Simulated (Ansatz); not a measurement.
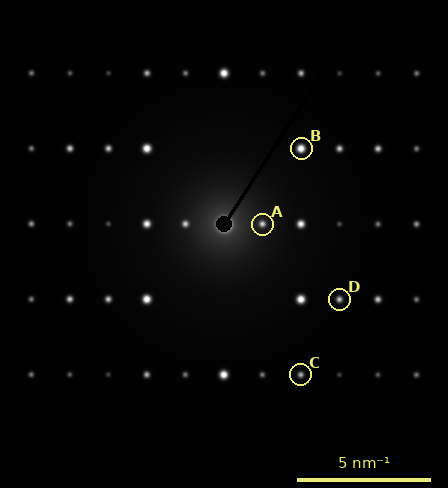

The pattern is a kinematic simulation for 80 kV electrons (no multiple scattering; isotropic B = 0.8 Å²). The zone axis points towards the electron source and the pattern is seen from the source side.

The sample is PtSe3, space group P6_3/mmc (No. 194), a = 7.93 Å, c = 3.51 Å (hexagonal axes). Structure: coordinates from a relaxation with DFT PBE, scalar-relativistic, plane waves, PAW (Ansatz 0.2.0); the starting structure was generated, so it need not be a known form of this composition.

Spot A is indexed 0 -1 0 and spot B 0 -2 -1.

### Give hkl for C, D.

C = 6A − 2B = 0 -2 2 (d = 1.562 Å). D = 5A − B = 0 -3 1 (d = 1.917 Å).

### Find the zone axis.

The cross product of A and B is parallel to [100]; every spot obeys hu + kv + lw = 0.

### What are the spacings of A and B and the angle between them?

d(A) = 6.865 Å, d(B) = 2.453 Å, and the angle is 44.4°.
